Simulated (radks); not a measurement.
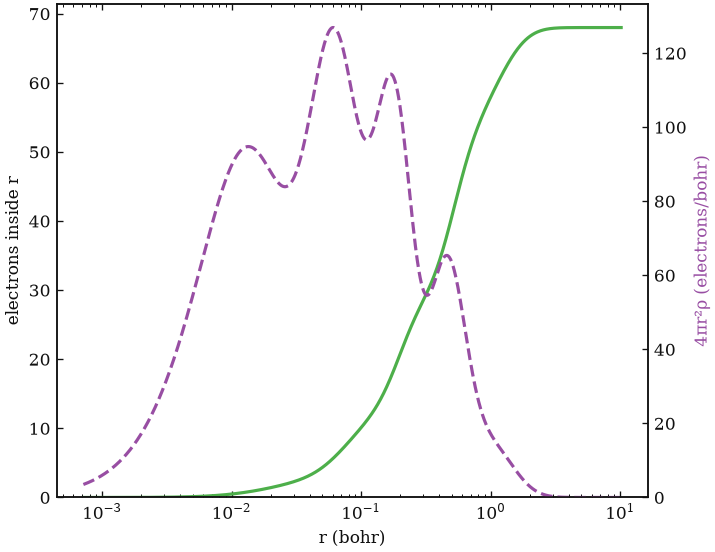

The Yb²⁺ ion in the configuration [Xe] 4f14. Level of theory: scalar-relativistic Kohn-Sham, LDA (Slater exchange, Perdew-Wang correlation), spin-unpolarised, spherical densities, finite nucleus. Computed with the in-house radial solver radks.

```
Z 70
configuration [Xe] 4f14 6s0 5d0 6p0 5f0
relativity scalar-relativistic
functional lda,pw
spin unpolarised
nucleus finite rms 5.3108 fm
c 137.035999084
```

The plot shows the number of electrons inside radius r (solid) and the radial density 4πr²ρ (dashed).

### What does the plot show?

The count levels off at 68 electrons. Half of them lie within 0.397 bohr, 90 % within 1.22 bohr and 99 % within 2.27 bohr. The radial density has minima at 0.0258, 0.110 and 0.323 bohr, where the count stands at 1.9, 11.1 and 29.7; these part the shells that the density resolves.
